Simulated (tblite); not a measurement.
**C₃H₉BrGeSi: geometry relaxation (part 2 of 2)**

The same run, continued: C₃H₉BrGeSi; GFN2-xTB geometry optimisation, gas phase (tblite 0.8.0). It belongs to a series of runs on one base structure; here: constitutional isomer.

Geometry of the input (Å):
```
C  1.9143  -0.6442  -0.8826
C  1.4958  -0.4785  0.3700
Br 2.7426  -0.7294  1.8235
Si -0.2485  -0.0179  0.7564
C  -1.4024  -1.3426  0.1222
Ge -0.7579  1.9985  -0.2344
H  2.9355  -0.9061  -1.1011
H  1.2245  -0.5003  -1.7069
H  -0.4128  0.0898  2.2217
H  -2.4521  -1.0677  0.3632
H  -1.1568  -2.3161  0.5838
H  -1.2913  -1.4252  -0.9841
H  -2.2263  2.3791  0.0990
H  -0.5673  1.8683  -1.7682
H  0.1983  3.1004  0.3155
```

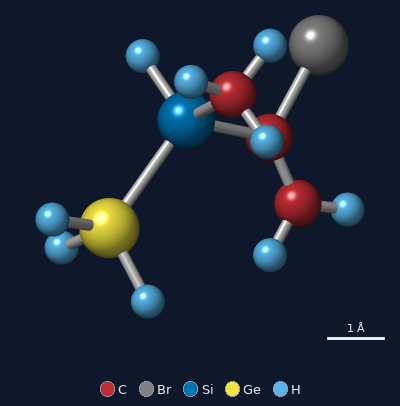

Figure 1. The geometry at step 82 of the log (ball-and-stick view, seen at a tilt).

## Trajectory as extended XYZ, continued
```
15
Properties=species:S:1:pos:R:3:forces:R:3 step=48 energy=-508.92957
C     1.9882   -0.6438   -0.8869   -0.0030   0.0050   0.0060
C     1.5093   -0.5210    0.3386    0.0120   0.0110   0.0070
Br    2.6849   -0.8381    1.8267   -0.0160  -0.0130  -0.0020
Si   -0.2707   -0.0273    0.7939   -0.0050   0.0090   0.0050
C    -1.4277   -1.3943    0.1550   -0.0030  -0.0110   0.0000
Ge   -0.7623    2.0304   -0.2289    0.0060  -0.0060   0.0020
H     3.0068   -0.9247   -1.1033   -0.0080   0.0050  -0.0110
H     1.3462   -0.4607   -1.7347    0.0010   0.0010   0.0030
H    -0.3373    0.0642    2.2585    0.0020  -0.0040  -0.0100
H    -2.4613   -1.1552    0.3876    0.0000   0.0120   0.0040
H    -1.2016   -2.3580    0.6011    0.0050  -0.0110   0.0100
H    -1.3501   -1.5037   -0.9237    0.0080   0.0110  -0.0060
H    -2.1673    2.4949    0.0100    0.0060  -0.0040  -0.0050
H    -0.6389    2.0550   -1.7241    0.0000  -0.0060   0.0030
H     0.0775    3.1904    0.2087   -0.0050   0.0010  -0.0060
15
Properties=species:S:1:pos:R:3:forces:R:3 step=52 energy=-508.92982
C     1.9921   -0.6400   -0.8865    0.0000   0.0030  -0.0030
C     1.5113   -0.5224    0.3386   -0.0190   0.0100  -0.0060
Br    2.6754   -0.8576    1.8289    0.0060  -0.0140   0.0120
Si   -0.2693   -0.0263    0.7886   -0.0080  -0.0110   0.0020
C    -1.4284   -1.3968    0.1583    0.0100   0.0110   0.0030
Ge   -0.7621    2.0299   -0.2332    0.0000   0.0010  -0.0010
H     3.0094   -0.9232   -1.1043    0.0030   0.0000  -0.0070
H     1.3517   -0.4505   -1.7339   -0.0010   0.0090  -0.0020
H    -0.3351    0.0711    2.2519    0.0000  -0.0020   0.0120
H    -2.4612   -1.1550    0.3934    0.0140  -0.0030   0.0020
H    -1.1990   -2.3587    0.6080   -0.0100   0.0090  -0.0110
H    -1.3530   -1.5064   -0.9209    0.0020  -0.0060   0.0100
H    -2.1670    2.4907    0.0088   -0.0050  -0.0010   0.0010
H    -0.6439    2.0633   -1.7277    0.0070  -0.0120  -0.0080
H     0.0747    3.1899    0.2079    0.0010   0.0070  -0.0040
15
Properties=species:S:1:pos:R:3:forces:R:3 step=56 energy=-508.93007
C     1.9946   -0.6357   -0.8863   -0.0050   0.0070  -0.0020
C     1.5107   -0.5224    0.3380    0.0230  -0.0180   0.0060
Br    2.6671   -0.8781    1.8329   -0.0090  -0.0020  -0.0210
Si   -0.2694   -0.0259    0.7863    0.0160   0.0240   0.0200
C    -1.4270   -1.3969    0.1613   -0.0060  -0.0050  -0.0030
Ge   -0.7619    2.0300   -0.2370   -0.0030   0.0030  -0.0030
H     3.0112   -0.9207   -1.1072   -0.0100  -0.0010   0.0110
H     1.3547   -0.4391   -1.7327    0.0030   0.0160  -0.0060
H    -0.3322    0.0746    2.2495   -0.0050   0.0000   0.0130
H    -2.4585   -1.1548    0.3987   -0.0130   0.0040   0.0000
H    -1.1986   -2.3580    0.6117    0.0040  -0.0110   0.0030
H    -1.3539   -1.5094   -0.9172    0.0010  -0.0030  -0.0110
H    -2.1680    2.4868    0.0071   -0.0020   0.0010  -0.0010
H    -0.6459    2.0655   -1.7323    0.0080  -0.0120   0.0010
H     0.0726    3.1920    0.2052   -0.0030  -0.0010  -0.0070
15
Properties=species:S:1:pos:R:3:forces:R:3 step=59 energy=-508.93050
C     1.9978   -0.6261   -0.8868   -0.0030   0.0030   0.0060
C     1.5122   -0.5248    0.3379    0.0000  -0.0170   0.0030
Br    2.6519   -0.9157    1.8357    0.0130  -0.0020  -0.0300
Si   -0.2657   -0.0222    0.7869   -0.0170   0.0010   0.0100
C    -1.4247   -1.3970    0.1663   -0.0070  -0.0060   0.0050
Ge   -0.7623    2.0304   -0.2451    0.0110  -0.0130   0.0190
H     3.0118   -0.9168   -1.1106    0.0030  -0.0080   0.0160
H     1.3611   -0.4142   -1.7319    0.0040   0.0250   0.0000
H    -0.3293    0.0811    2.2515   -0.0030   0.0020  -0.0170
H    -2.4552   -1.1537    0.4078   -0.0090   0.0060  -0.0150
H    -1.1983   -2.3585    0.6172    0.0190   0.0010   0.0160
H    -1.3550   -1.5154   -0.9123   -0.0020   0.0200   0.0030
H    -2.1700    2.4796    0.0040   -0.0020   0.0050  -0.0090
H    -0.6469    2.0652   -1.7407    0.0030  -0.0100   0.0080
H     0.0683    3.1959    0.1982   -0.0100  -0.0080  -0.0140
15
Properties=species:S:1:pos:R:3:forces:R:3 step=63 energy=-508.93265
C     2.0176   -0.5727   -0.8859   -0.0250  -0.0150   0.0180
C     1.5133   -0.5464    0.3363   -0.1010   0.0450  -0.0800
Br    2.5792   -1.1241    1.8232    0.0540  -0.0130  -0.0300
Si   -0.2559   -0.0065    0.7859   -0.0080  -0.1410  -0.0960
C    -1.4181   -1.4007    0.1985    0.0050   0.0410   0.0150
Ge   -0.7626    2.0226   -0.2791   -0.0590  -0.0040  -0.0230
H     3.0195   -0.9045   -1.1111   -0.0250   0.0130  -0.0110
H     1.4079   -0.2604   -1.7250    0.0890   0.0000   0.1130
H    -0.3166    0.1250    2.2457    0.0020   0.0130   0.0310
H    -2.4456   -1.1479    0.4488    0.0140  -0.0460  -0.0070
H    -1.1821   -2.3565    0.6622   -0.0160   0.0800  -0.0090
H    -1.3663   -1.5364   -0.8807    0.0210   0.0320   0.0550
H    -2.1795    2.4439   -0.0176    0.0290  -0.0020  -0.0390
H    -0.6527    2.0640   -1.7775   -0.0130  -0.0310   0.0490
H     0.0376    3.2085    0.1544    0.0320   0.0280   0.0140
15
Properties=species:S:1:pos:R:3:forces:R:3 step=67 energy=-508.94146
C     2.0330   -0.4959   -0.8729   -0.0400   0.0720   0.0130
C     1.4909   -0.5801    0.3300    0.1460  -0.0030  -0.0590
Br    2.4814   -1.4271    1.7477   -0.0440   0.0110  -0.0600
Si   -0.2500    0.0033    0.7972    0.0260   0.0770   0.0630
C    -1.4090   -1.3920    0.2446   -0.0410  -0.0030  -0.0150
Ge   -0.7663    2.0066   -0.3114    0.0160   0.0220   0.0060
H     3.0132   -0.8779   -1.1125   -0.0290   0.0240  -0.0300
H     1.4841   -0.0102   -1.6718    0.0920  -0.0800   0.0920
H    -0.2937    0.1592    2.2573    0.0120   0.0210  -0.0040
H    -2.4347   -1.1429    0.4942   -0.0700  -0.0500   0.0200
H    -1.1559   -2.3322    0.7253   -0.0450  -0.0190  -0.0020
H    -1.3580   -1.5409   -0.8310    0.0090  -0.0120  -0.0140
H    -2.1912    2.4018   -0.0763   -0.0290   0.0040  -0.0420
H    -0.6403    1.9944   -1.8056   -0.0370  -0.0340  -0.0170
H    -0.0077    3.2418    0.0633    0.0360  -0.0290   0.0470
15
Properties=species:S:1:pos:R:3:forces:R:3 step=70 energy=-508.94481
C     2.0573   -0.4652   -0.8703   -0.0520   0.0990   0.0270
C     1.4898   -0.5949    0.3169    0.1280  -0.0120  -0.0130
Br    2.4175   -1.5649    1.7125   -0.1060   0.0860  -0.1860
Si   -0.2438    0.0136    0.7879   -0.0060   0.0260   0.0540
C    -1.4116   -1.3911    0.2689   -0.0170  -0.0250   0.0150
Ge   -0.7729    2.0075   -0.3299    0.0250   0.0170   0.0080
H     3.0243   -0.8741   -1.1140    0.0150   0.0120  -0.0290
H     1.5524    0.0936   -1.6533    0.0790  -0.1330   0.1650
H    -0.2855    0.1937    2.2451    0.0320   0.0130   0.0050
H    -2.4377   -1.1546    0.5323   -0.0350   0.0020  -0.0320
H    -1.1493   -2.3219    0.7629   -0.0060  -0.0320  -0.0010
H    -1.3654   -1.5602   -0.8047   -0.0310   0.0070   0.0140
H    -2.2031    2.3859   -0.0988   -0.0200   0.0130  -0.0270
H    -0.6540    1.9912   -1.8239   -0.0200  -0.0240  -0.0290
H    -0.0224    3.2494    0.0463    0.0130  -0.0470   0.0290
15
Properties=species:S:1:pos:R:3:forces:R:3 step=74 energy=-508.95243
C     2.0797   -0.4120   -0.8523    0.0030  -0.0100   0.0300
C     1.4916   -0.5977    0.3166   -0.0210   0.0040  -0.0610
Br    2.3492   -1.7203    1.6237   -0.0510   0.0310  -0.0230
Si   -0.2392    0.0236    0.8006   -0.0100  -0.0320  -0.0060
C    -1.4160   -1.3849    0.2970    0.0180  -0.0230   0.0250
Ge   -0.7733    1.9968   -0.3453   -0.0280  -0.0110  -0.0360
H     3.0233   -0.8585   -1.1221    0.0330   0.0370   0.0080
H     1.6129    0.2141   -1.5988   -0.0100  -0.0040   0.0300
H    -0.2693    0.2251    2.2531    0.0400   0.0010   0.0440
H    -2.4483   -1.1641    0.5549    0.0320   0.0560  -0.0330
H    -1.1479   -2.3118    0.7952    0.0100  -0.0450   0.0040
H    -1.3620   -1.5592   -0.7759   -0.0460   0.0050   0.0180
H    -2.2110    2.3652   -0.1432   -0.0060   0.0150   0.0040
H    -0.6577    1.9425   -1.8395    0.0130  -0.0020  -0.0180
H    -0.0364    3.2493    0.0141    0.0210  -0.0220   0.0150
15
Properties=species:S:1:pos:R:3:forces:R:3 step=78 energy=-508.95628
C     2.1220   -0.3686   -0.8354    0.0130  -0.0540  -0.0050
C     1.4853   -0.6032    0.2966   -0.0550  -0.0830  -0.0030
Br    2.2411   -1.8597    1.5340    0.0130  -0.0220   0.0880
Si   -0.2398    0.0292    0.7912    0.0030   0.0160   0.0520
C    -1.4192   -1.3940    0.3338   -0.0110   0.0150  -0.0490
Ge   -0.7901    1.9950   -0.3749    0.0230  -0.0630   0.0620
H     3.0586   -0.8298   -1.1142   -0.0510   0.0680   0.0550
H     1.6828    0.3114   -1.5433    0.0080   0.1400  -0.1360
H    -0.2189    0.2540    2.2485    0.0090  -0.0180  -0.0820
H    -2.4514   -1.1634    0.5812    0.0230   0.0270   0.1040
H    -1.1428   -2.3164    0.8387   -0.0400   0.0280  -0.0080
H    -1.3912   -1.5792   -0.7379    0.0560  -0.0310  -0.0260
H    -2.2290    2.3658   -0.1779    0.0160   0.0160   0.0080
H    -0.6703    1.9262   -1.8683    0.0290   0.0330  -0.0110
H    -0.0415    3.2408    0.0062   -0.0340  -0.0730  -0.0500
15
Properties=species:S:1:pos:R:3:forces:R:3 step=82 energy=-508.96424
C     2.1375   -0.3518   -0.8338   -0.0360   0.0430   0.0810
C     1.4686   -0.6312    0.2710    0.0660  -0.0160  -0.0130
Br    2.1812   -1.9382    1.4998   -0.0330   0.0730  -0.0830
Si   -0.2388    0.0275    0.7789    0.0090  -0.0270  -0.0340
C    -1.4201   -1.3995    0.3518   -0.0370   0.0140  -0.0030
Ge   -0.8006    1.9818   -0.3919    0.0110  -0.0060  -0.0210
H     3.0797   -0.8077   -1.0950   -0.0160   0.0260  -0.0070
H     1.7410    0.3830   -1.5215    0.0320  -0.0450   0.0200
H    -0.1969    0.2821    2.2257    0.0080  -0.0190   0.0080
H    -2.4432   -1.1557    0.6201   -0.0280  -0.0060   0.0500
H    -1.1415   -2.3148    0.8675   -0.0270   0.0170  -0.0020
H    -1.4061   -1.6022   -0.7170    0.0220  -0.0120  -0.0120
H    -2.2359    2.3630   -0.1848    0.0180  -0.0050  -0.0010
H    -0.6770    1.9497   -1.8889    0.0110  -0.0080   0.0300
H    -0.0524    3.2221   -0.0036   -0.0010  -0.0290  -0.0150
15
Properties=species:S:1:pos:R:3:forces:R:3 step=85 energy=-508.96778
C     2.1608   -0.2935   -0.8046    0.1190  -0.0250  -0.0520
C     1.4534   -0.6415    0.2509   -0.0700   0.0110   0.0480
Br    2.0824   -2.0614    1.3736    0.0570  -0.0680   0.0690
Si   -0.2393    0.0251    0.7813   -0.0160   0.0130   0.0160
C    -1.4306   -1.3980    0.3806   -0.0020  -0.0080   0.0200
Ge   -0.8115    1.9560   -0.4142   -0.0130  -0.0110   0.0000
H     3.0958   -0.7562   -1.0742    0.0450  -0.0050  -0.0180
H     1.8088    0.4927   -1.4491   -0.0440   0.1230  -0.0680
H    -0.1441    0.2962    2.2242   -0.0260  -0.0230  -0.0110
H    -2.4487   -1.1454    0.6612   -0.0220  -0.0270  -0.0340
H    -1.1533   -2.3104    0.9011   -0.0170   0.0030   0.0210
H    -1.4093   -1.6108   -0.6873   -0.0720   0.0080   0.0260
H    -2.2412    2.3617   -0.2253    0.0040  -0.0320  -0.0010
H    -0.6667    1.9029   -1.9048    0.0020  -0.0090  -0.0200
H    -0.0609    3.1905   -0.0352    0.0540   0.0510   0.0050
15
Properties=species:S:1:pos:R:3:forces:R:3 step=89 energy=-508.97067
C     2.1767   -0.2751   -0.7941   -0.0180   0.0190  -0.0060
C     1.4517   -0.6491    0.2439    0.0080   0.0160  -0.0300
Br    2.0631   -2.1154    1.3281    0.0080   0.0100   0.0110
Si   -0.2401    0.0258    0.7815    0.0090  -0.0190  -0.0340
C    -1.4385   -1.3964    0.3948   -0.0170  -0.0140   0.0070
Ge   -0.8141    1.9517   -0.4231    0.0390   0.0230  -0.0040
H     3.1076   -0.7437   -1.0722    0.0060   0.0290  -0.0020
H     1.8375    0.5413   -1.4158    0.0160  -0.0030   0.0180
H    -0.1341    0.3083    2.2197   -0.0240  -0.0250   0.0210
H    -2.4612   -1.1556    0.6684   -0.0030   0.0300   0.0200
H    -1.1560   -2.3042    0.9195   -0.0120  -0.0200   0.0160
H    -1.4228   -1.6134   -0.6716   -0.0280  -0.0150  -0.0100
H    -2.2461    2.3525   -0.2426    0.0060  -0.0140   0.0160
H    -0.6713    1.8927   -1.9153    0.0160  -0.0040   0.0010
H    -0.0568    3.1887   -0.0432   -0.0050  -0.0110  -0.0250
15
Properties=species:S:1:pos:R:3:forces:R:3 step=93 energy=-508.97217
C     2.2243   -0.1661   -0.7433   -0.1400  -0.0810   0.1990
C     1.4242   -0.6776    0.1803    0.2270   0.0810  -0.0860
Br    1.9505   -2.2991    1.0966   -0.0120   0.1390  -0.1250
Si   -0.2449    0.0028    0.7783    0.0090  -0.0170  -0.0240
C    -1.4815   -1.4022    0.4570   -0.0060   0.0060  -0.0220
Ge   -0.8112    1.9049   -0.4691    0.0260  -0.0230  -0.0020
H     3.1623   -0.6127   -1.0335   -0.0040   0.0060   0.0020
H     1.9536    0.7550   -1.2443   -0.0330  -0.0990   0.0410
H    -0.0698    0.3046    2.2091   -0.0410  -0.0250  -0.0310
H    -2.4959   -1.1361    0.7400    0.0190   0.0390   0.0220
H    -1.2101   -2.3064    0.9953   -0.0130   0.0130  -0.0310
H    -1.4851   -1.6299   -0.6086   -0.0460  -0.0690   0.0350
H    -2.2435    2.3164   -0.3043    0.0410   0.0040  -0.0040
H    -0.6401    1.8185   -1.9576   -0.0220  -0.0230   0.0080
H    -0.0370    3.1361   -0.1179   -0.0050   0.0500   0.0180
15
Properties=species:S:1:pos:R:3:forces:R:3 step=96 energy=-508.98041
C     2.2323   -0.1365   -0.7312   -0.0780  -0.0280   0.0730
C     1.4373   -0.6676    0.1816    0.0900   0.0280  -0.0450
Br    1.9621   -2.2952    1.0622    0.0350   0.0050  -0.0320
Si   -0.2416   -0.0108    0.7697   -0.0580  -0.0560   0.0580
C    -1.5006   -1.4041    0.4609    0.0040  -0.0030  -0.0330
Ge   -0.7836    1.8953   -0.4758   -0.0350  -0.0110   0.0180
H     3.1728   -0.5682   -1.0329    0.0200   0.0020   0.0110
H     1.9445    0.7852   -1.2180   -0.0050  -0.0340   0.0030
H    -0.0879    0.2625    2.2115   -0.0290  -0.0020  -0.0770
H    -2.5061   -1.1144    0.7565    0.0510   0.0280   0.0220
H    -1.2399   -2.3095    1.0043   -0.0080   0.0440  -0.0200
H    -1.5316   -1.6511   -0.6001   -0.0060  -0.0140   0.0370
H    -2.2190    2.2919   -0.3013    0.0380   0.0180  -0.0280
H    -0.6184    1.7896   -1.9616   -0.0330  -0.0180  -0.0240
H    -0.0246    3.1410   -0.1478    0.0150   0.0410   0.0380
15
Properties=species:S:1:pos:R:3:forces:R:3 step=100 energy=-508.98296
C     2.2344   -0.1516   -0.7395   -0.0030  -0.0120   0.0390
C     1.4476   -0.6646    0.1891   -0.0010   0.0000  -0.0450
Br    1.9906   -2.2673    1.0983    0.0280  -0.0240   0.0070
Si   -0.2456   -0.0184    0.7515    0.0170   0.0050  -0.0200
C    -1.5038   -1.4103    0.4519    0.0040   0.0020   0.0020
Ge   -0.7797    1.9047   -0.4737    0.0100   0.0030  -0.0040
H     3.1808   -0.5821   -1.0268    0.0040   0.0130   0.0070
H     1.9396    0.7530   -1.2509   -0.0160  -0.0010  -0.0100
H    -0.1106    0.2636    2.1883   -0.0140   0.0030   0.0210
H    -2.5012   -1.1124    0.7631    0.0060   0.0200   0.0060
H    -1.2378   -2.3078    1.0031   -0.0010  -0.0100  -0.0030
H    -1.5513   -1.6706   -0.6036   -0.0020  -0.0010  -0.0010
H    -2.2123    2.2938   -0.2800   -0.0050   0.0330  -0.0260
H    -0.6315    1.8262   -1.9650   -0.0250  -0.0160   0.0060
H    -0.0237    3.1518   -0.1276   -0.0040  -0.0160   0.0200
15
Properties=species:S:1:pos:R:3:forces:R:3 step=104 energy=-508.98448
C     2.2413   -0.1378   -0.7300   -0.0090  -0.0120   0.0080
C     1.4453   -0.6762    0.1756    0.0260   0.0100   0.0170
Br    1.9987   -2.2860    1.0716   -0.0020   0.0090  -0.0150
Si   -0.2442   -0.0262    0.7439   -0.0020  -0.0050   0.0170
C    -1.5112   -1.4121    0.4579    0.0050   0.0000  -0.0080
Ge   -0.7767    1.9005   -0.4792   -0.0250  -0.0140   0.0060
H     3.1950   -0.5549   -1.0114    0.0120   0.0100  -0.0050
H     1.9421    0.7710   -1.2324   -0.0030  -0.0080  -0.0040
H    -0.1111    0.2560    2.1832   -0.0010   0.0000  -0.0180
H    -2.5016   -1.0979    0.7761    0.0030  -0.0150   0.0010
H    -1.2484   -2.3100    1.0106   -0.0140   0.0120   0.0040
H    -1.5700   -1.6792   -0.5954   -0.0060   0.0130   0.0020
H    -2.2075    2.3032   -0.2955   -0.0020   0.0130  -0.0020
H    -0.6376    1.8138   -1.9703    0.0070   0.0000  -0.0010
H    -0.0185    3.1438   -0.1267    0.0110  -0.0110  -0.0020
15
Properties=species:S:1:pos:R:3:forces:R:3 step=108 energy=-508.98496
C     2.2485   -0.1185   -0.7167    0.0060   0.0000  -0.0140
C     1.4461   -0.6771    0.1706   -0.0010   0.0030   0.0080
Br    1.9906   -2.3109    1.0239    0.0040  -0.0100   0.0110
Si   -0.2445   -0.0328    0.7452    0.0040   0.0000  -0.0110
C    -1.5196   -1.4118    0.4657    0.0000  -0.0010   0.0000
Ge   -0.7779    1.8877   -0.4862   -0.0030   0.0010   0.0020
H     3.2053   -0.5270   -1.0012   -0.0010   0.0010   0.0000
H     1.9519    0.7998   -1.2025   -0.0030   0.0090   0.0010
H    -0.1024    0.2549    2.1812   -0.0020   0.0000   0.0030
H    -2.5077   -1.0927    0.7859    0.0010  -0.0010   0.0010
H    -1.2626   -2.3100    1.0199   -0.0010  -0.0050   0.0010
H    -1.5829   -1.6786   -0.5872   -0.0040   0.0010  -0.0030
H    -2.2052    2.3032   -0.3092   -0.0110   0.0100   0.0020
H    -0.6329    1.7953   -1.9768    0.0050   0.0000   0.0050
H    -0.0110    3.1265   -0.1347    0.0060  -0.0100  -0.0070
15
Properties=species:S:1:pos:R:3:forces:R:3 step=111 energy=-508.98505
C     2.2475   -0.1207   -0.7189    0.0130   0.0080   0.0040
C     1.4479   -0.6777    0.1717   -0.0120  -0.0020   0.0070
Br    1.9930   -2.3089    1.0305    0.0050   0.0020   0.0040
Si   -0.2437   -0.0333    0.7430   -0.0010  -0.0010   0.0030
C    -1.5186   -1.4125    0.4647   -0.0040  -0.0030  -0.0030
Ge   -0.7795    1.8888   -0.4856   -0.0050  -0.0030   0.0010
H     3.2060   -0.5266   -1.0010    0.0000  -0.0010  -0.0100
H     1.9482    0.7968   -1.2048    0.0010   0.0030  -0.0040
H    -0.1035    0.2538    2.1796   -0.0010   0.0010   0.0010
H    -2.5057   -1.0919    0.7861   -0.0050  -0.0010   0.0030
H    -1.2625   -2.3110    1.0193    0.0010   0.0010  -0.0060
H    -1.5840   -1.6788   -0.5883   -0.0010  -0.0020   0.0020
H    -2.2067    2.3066   -0.3080    0.0000   0.0060   0.0000
H    -0.6331    1.7978   -1.9762    0.0010  -0.0010   0.0030
H    -0.0097    3.1256   -0.1341    0.0060  -0.0050  -0.0040
15
Properties=species:S:1:pos:R:3:forces:R:3 step=115 energy=-508.98517
C     2.2451   -0.1225   -0.7212    0.0010   0.0020  -0.0010
C     1.4497   -0.6752    0.1762   -0.0010   0.0020   0.0000
Br    2.0029   -2.3005    1.0414   -0.0020   0.0010   0.0060
Si   -0.2435   -0.0329    0.7461   -0.0040  -0.0040   0.0020
C    -1.5175   -1.4120    0.4615   -0.0030   0.0010   0.0020
Ge   -0.7805    1.8889   -0.4821    0.0020  -0.0040  -0.0010
H     3.2015   -0.5300   -1.0082    0.0000   0.0000   0.0030
H     1.9429    0.7917   -1.2113   -0.0030   0.0070  -0.0040
H    -0.1116    0.2523    2.1838    0.0060  -0.0010   0.0000
H    -2.5046   -1.0913    0.7831   -0.0040  -0.0050   0.0000
H    -1.2623   -2.3116    1.0142    0.0020  -0.0030  -0.0040
H    -1.5822   -1.6757   -0.5921    0.0000   0.0000   0.0010
H    -2.2072    2.3099   -0.3070    0.0070   0.0050   0.0000
H    -0.6313    1.7932   -1.9718   -0.0040   0.0000  -0.0030
H    -0.0060    3.1237   -0.1346    0.0020  -0.0010  -0.0010
```

## Summary

| quantity | value |
| --- | --- |
| outcome | converged |
| total energy | −508.9852 eV |
| hardware | 1 CPU thread, shared host |
| wall time | 2.9 s |
| peak memory | 0.18 GiB |
